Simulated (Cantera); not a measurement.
Charge: 1 mol Pb, 0.15 mol CO, a varied amount of H2, at 1625 K and 6.70 bar.

These are equilibrium values from Cantera (NASA tables, ideal gas, pure condensed phases), not measurements of a reactor. Candidate condensed phases: C, C6H6, C7H8, C8H18, H2O, Pb, PbO, PbO2, Pb3O4; 113 gas species. Equilibrium is a limit: real reactors are often held back by kinetics, nucleation or transport.

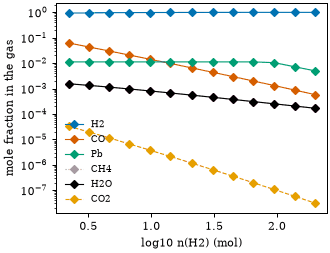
*Equilibrium gas composition (values under 1e-9 drawn at 1e-9)*

Task: Read off the mole fractions at 14 mol H2.

Result: H2 about 0.98, Pb about 0.011, CO about 0.0098, CH4 about 0.00067, H2O about 0.00067, CO2 about 2.2e-6.
